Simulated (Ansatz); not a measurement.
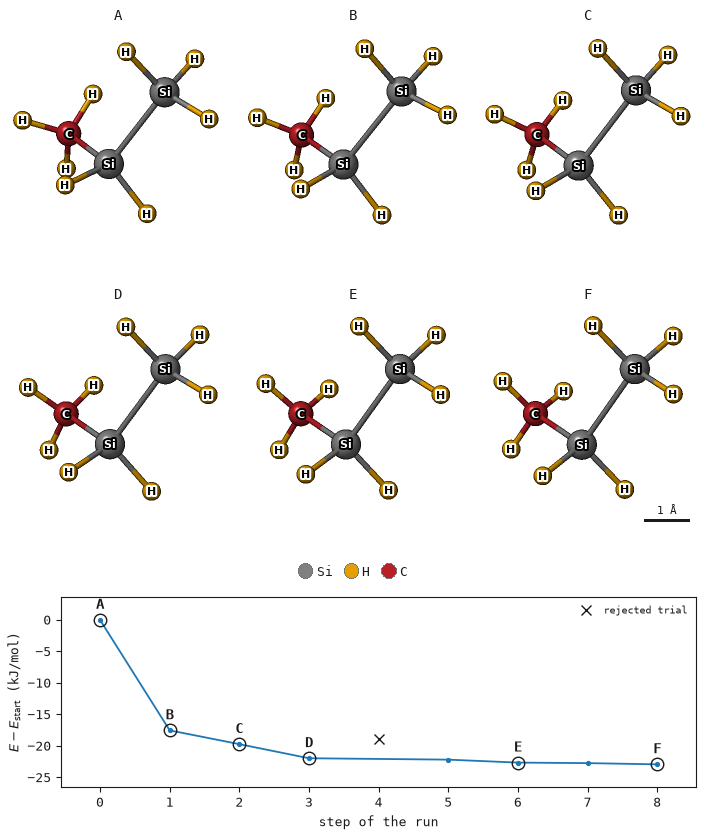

Frames of a relaxation of CH8Si2, marked on the history of the run. Style: ball-and-stick. Shown from a free direction.

The run prepares the start of a later molecular dynamics calculation, from a guessed geometry.

All numbers below come from Ansatz, RKS BHLYP-D4/6-31G*. (no spin polarisation; force threshold 0.02 eV/Å; at most 40 steps)

Q: What happens along the run?

A: After 7 accepted moves (8 points after the start) the energy has fallen by 22.9 kJ/mol. Largest force component: 1.1 eV/Å at the start, 0.0043 eV/Å at the end. The line search rejected the trial step at point 4 of the run. An H atom moves most after the best rigid fit: 0.62 Å. Largest moves by element: H 0.62 Å, Si 0.13 Å, C 0.08 Å. Among the contacts that change: Si–Si 2.220 → 2.337 Å, C–H 1.110 → 1.087 Å, H–Si 1.460 → 1.479 Å, C–Si 1.869 → 1.883 Å. Bond angles that change, for instance: H–Si–H 109.5° → 107.2°. Groups turn about C–Si by about 35°. From step 0 to 1: an H atom moves most (0.19 Å), energy −17.5 kJ/mol. From step 1 to 2: an H atom moves most (0.10 Å), energy −2.19 kJ/mol. From step 2 to 3: an H atom moves most (0.20 Å), energy −2.24 kJ/mol. From step 3 to 6: an H atom moves most (0.13 Å), energy −0.69 kJ/mol. From step 6 to 8: an H atom moves most (0.09 Å), energy −0.28 kJ/mol.

```json
{"step": "0", "E − E(0), kJ/mol": "0.00", "largest force component, eV/Å": "1.1137", "note": ""}
{"step": "1", "E − E(0), kJ/mol": "-17.54", "largest force component, eV/Å": "0.4440", "note": ""}
{"step": "2", "E − E(0), kJ/mol": "-19.73", "largest force component, eV/Å": "0.2053", "note": ""}
{"step": "3", "E − E(0), kJ/mol": "-21.96", "largest force component, eV/Å": "0.0357", "note": ""}
{"step": "4", "E − E(0), kJ/mol": "-18.84", "largest force component, eV/Å": "0.4362", "note": "rejected"}
{"step": "5", "E − E(0), kJ/mol": "-22.18", "largest force component, eV/Å": "0.0273", "note": ""}
{"step": "6", "E − E(0), kJ/mol": "-22.65", "largest force component, eV/Å": "0.1256", "note": ""}
{"step": "7", "E − E(0), kJ/mol": "-22.73", "largest force component, eV/Å": "0.1173", "note": ""}
{"step": "8", "E − E(0), kJ/mol": "-22.93", "largest force component, eV/Å": "0.0043", "note": ""}
```
